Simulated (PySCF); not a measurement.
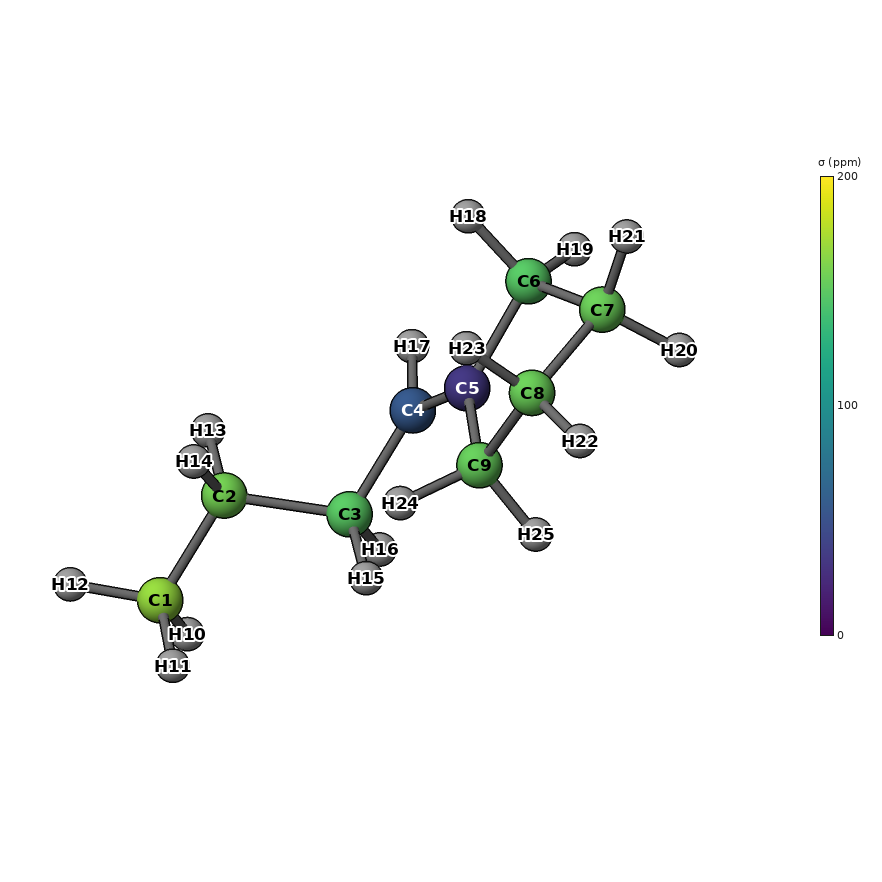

Atoms are coloured by their isotropic NMR shieldings (C only, the others grey). The computed structure is the end point of a PBE0-D3(BJ)/def2-SVP optimisation. No frequency run is at hand to confirm it as a minimum. Properties computed with GIAO PBE0/pcSseg-1 NMR shielding, non-relativistic, IEF-PCM tetrahydrofuran (PySCF 2.14.0).

Give the isotropic NMR shieldings of the C atoms atom by atom.

```
atom  σ (ppm)
  C1    168.5
  C2    157.9
  C3    148.7
  C4     55.5
  C5     32.9
  C6    148.1
  C7    155.4
  C8    155.3
  C9    153.2
```
